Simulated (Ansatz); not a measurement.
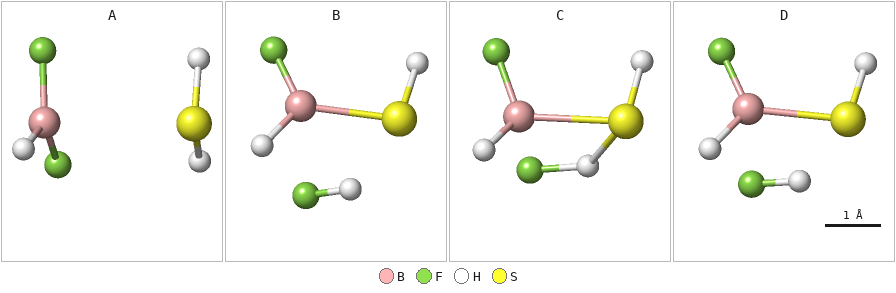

4 geometries from a converged minimum-energy path of BH3SF2, made up at the start of BHF2 and H2S, shuffled. A ball-and-stick model, seen face on.

All numbers below come from RKS revPBE-D4/def2-SVP in Ansatz 0.2.0. Run with 7 movable images; climbing image; force threshold 0.05 eV/Å; iteration limit 60; starting path through a guess of the saddle point.

Which frame is the top of the path?

C. In order along the path, whose images run from 0 to 8: A (image 1, 0.0 kJ/mol), C (image 5, +103.4 kJ/mol), D (image 7, +84.8 kJ/mol), B (image 8, +82.3 kJ/mol). Breaking: B–F (1.34 → 2.63 Å), H–S (1.36 → 2.32 Å). Forming: B–S (2.86 → 1.84 Å), F–H (2.87 → 0.95 Å).

Limits of the set-up: the start holds two separate molecules, 2.9 Å apart at their closest, whose relative position is a soft coordinate.

The run took 2.9 min on 1 thread of Arm Neoverse V1, on a shared host, peak memory 0.15 GiB.
